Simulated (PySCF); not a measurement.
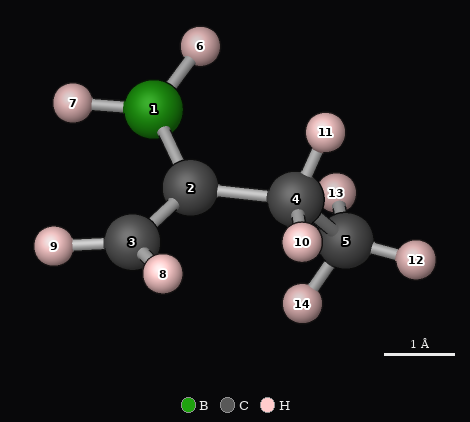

*The input geometry (ball-and-stick view, seen at an oblique angle; atoms are numbered from 1 in the order of the input).*

## C$_{4}$H$_{9}$B: excited-state calculation

- system: C$_{4}$H$_{9}$B, SMILES BC(=C)CC
- method: TDDFT PBE0/def2-SVPD, vertical, gas phase, core orbitals frozen in the response (PySCF 2.14.0)

The geometry comes from this level: GFN2-xTB, MD frame at 425 fs, 300 K. It belongs to a series of runs on one base structure; here: MD frame at 425 fs, 300 K.

## Input file
```
{"job": {"kind": "uv", "xc": "PBE0", "basis": "def2-SVPD", "nstates": 5, "ntriplets": 0}, "charge": 0, "multiplicity": 1}
B      1.150300    -1.194700     1.518900
C      0.001300    -0.567800     0.678900
C     -0.746600     0.537900     1.098500
C     -0.518600    -1.275000    -0.576500
C      0.491900    -1.181800    -1.741500
H      1.691900    -2.314600     1.352900
H      1.515500    -0.622600     2.470200
H     -1.777600     0.663700     0.694500
H     -0.372700     1.215600     1.934500
H     -1.515000    -0.824900    -0.789800
H     -0.730700    -2.308800    -0.342200
H      0.113700    -1.522900    -2.667600
H      1.358400    -1.671400    -1.425400
H      0.706400    -0.092700    -1.780700
```

The first line tells a small driver script what to run in PySCF; the rest is the geometry in Å.

Run on 1 CPU thread, shared host.

Launch command:
```bash
OMP_NUM_THREADS=1 python <driver script> task.json out
```

## Log
```
coarse grid: 11016 points
cycle   1  E = -182.2064941025  dE =  8.823e-02  |g| = 3.207e-01  |ddm| = 4.750e+00
cycle   2  E = -182.1879280170  dE =  1.857e-02  |g| = 4.204e-01  |ddm| = 1.230e+00
cycle   3  E = -182.2359006072  dE = -4.797e-02  |g| = 1.049e-01  |ddm| = 6.524e-01
cycle   4  E = -182.2386387785  dE = -2.738e-03  |g| = 3.083e-02  |ddm| = 1.628e-01
cycle   5  E = -182.2388944921  dE = -2.557e-04  |g| = 6.167e-03  |ddm| = 5.040e-02
cycle   6  E = -182.2389066450  dE = -1.215e-05  |g| = 1.421e-03  |ddm| = 1.504e-02
cycle   7  E = -182.2389071694  dE = -5.245e-07  |g| = 3.531e-04  |ddm| = 3.048e-03
final grid: 104392 points
cycle   8  E = -182.2677878996  dE = -3.145e-05  |g| = 6.521e-03  |ddm| = 9.845e-02
cycle   9  E = -182.2677850415  dE =  2.858e-06  |g| = 7.301e-03  |ddm| = 2.077e-02
cycle  10  E = -182.2677999320  dE = -1.489e-05  |g| = 5.002e-04  |ddm| = 1.019e-02
cycle  11  E = -182.2677999952  dE = -6.321e-08  |g| = 1.701e-04  |ddm| = 1.120e-03
cycle  12  E = -182.2678000002  dE = -4.972e-09  |g| = 8.830e-05  |ddm| = 2.942e-04
cycle  13  E = -182.2678000024  dE = -2.213e-09  |g| = 2.438e-05  |ddm| = 1.633e-04
cycle  14  E = -182.2678000026  dE = -1.697e-10  |g| = 4.429e-06  |ddm| = 4.538e-05
```

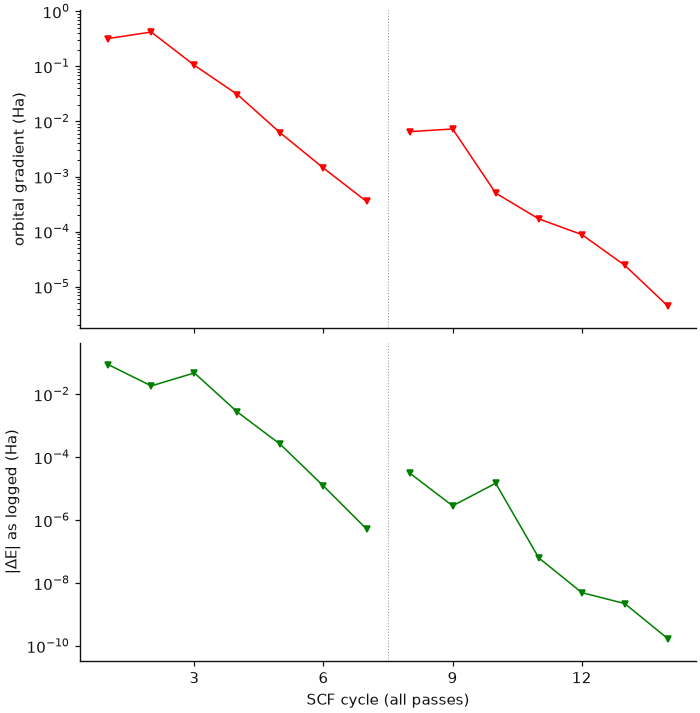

*Convergence of the self-consistent field: orbital gradient and size of the energy change against the SCF cycle. The dotted line marks the change from a coarse to the final integration grid.*

The first 7 cycles use a coarse grid, the final grid takes over at cycle 8, and the field converges after 14 cycles in all.

```
converged SCF energy = -182.2678000026

Static polarisability (au): isotropic 67.800, principal 52.295 69.845 81.259

Singlet excitations
state   eV       nm        f      main configurations
  1   4.7199    262.7   0.06314   H-1->L 0.48, H->L 0.47
  2   4.9883    248.6   0.06186   H-1->L 0.47, H->L 0.35, H-2->L 0.12
  3   5.4694    226.7   0.05160   H-2->L 0.81, H->L 0.12
  4   6.0678    204.3   0.03587   H-3->L 0.86
  5   6.8191    181.8   0.01829   H-4->L 0.93
```

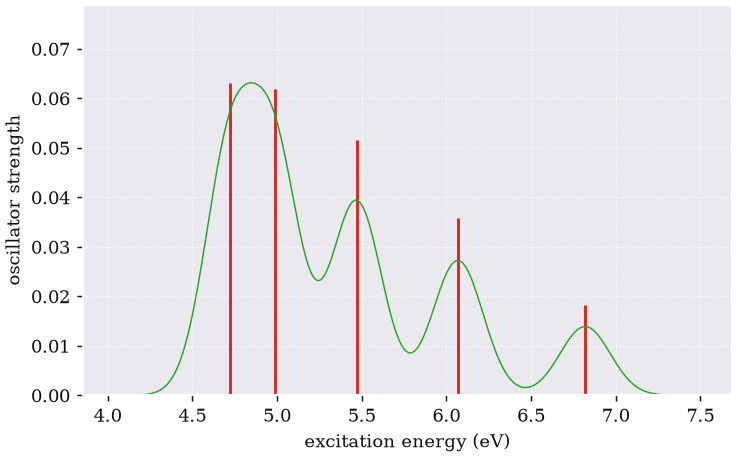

*Computed excitations as sticks (degenerate states added up, dark ones marked on the axis), with a Gaussian envelope of 0.35 eV full width at half maximum, scaled to the tallest.*

Of the 5 states the lowest lies at 4.72 eV (f = 0.063); the strongest line is at 4.72 eV, or 263 nm (f = 0.063).

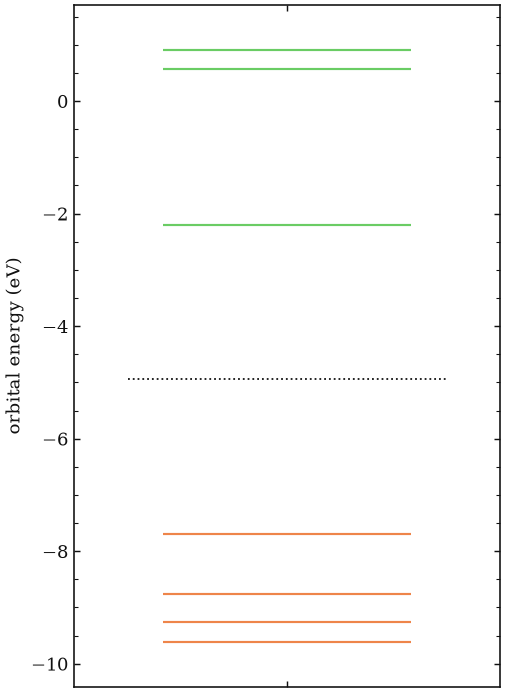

*Orbital energies near the frontier; the dotted line parts filled from empty levels, and levels within 0.02 eV of each other stand side by side.*

Highest filled −7.69 eV, lowest empty −2.21 eV, 5.48 eV apart.

## Summary

```json
{"quantity": "outcome", "value": "converged"}
{"quantity": "total energy", "value": "−182.267800 hartree"}
{"quantity": "HOMO", "value": "−7.69 eV"}
{"quantity": "LUMO", "value": "−2.21 eV"}
{"quantity": "dipole moment", "value": "1.25 D"}
{"quantity": "mean polarisability", "value": "67.80 a.u."}
{"quantity": "lowest excitation", "value": "4.72 eV"}
{"quantity": "wall time", "value": "23 s"}
{"quantity": "peak memory", "value": "0.74 GiB"}
```
